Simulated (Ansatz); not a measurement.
# A computed series for MgTe: pressure series

Consider MgTe in the zinc blende structure (space group F-43m, No. 216; a = 6.3681 Å).

Cell and atoms are relaxed at each pressure.

Method: DFT with LDA, PAW potentials and a 420 eV plane-wave cutoff in Ansatz (a program for electronic structure), spin-orbit coupling left out.

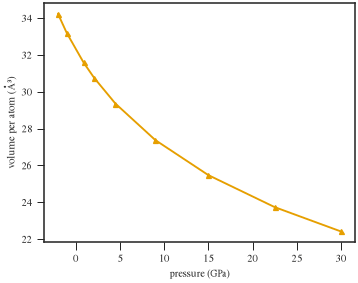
Figure. Volume against pressure

Problem. Estimate the zero-pressure bulk modulus from the plot.

Solution. About 39 GPa; a third-order Birch–Murnaghan fit to the points gives V₀ = 32.29 Å³/atom, B₀ = 39 GPa and B₀′ = 4.1.

Load acts through the strain it causes; cell and atoms are relaxed under it. Stability against distortions was not tested. Tetrahedral semiconductors of this kind turn to denser phases somewhere between about 1 and 50 GPa; those were not computed, so compressed cells here can lie past the real transition.
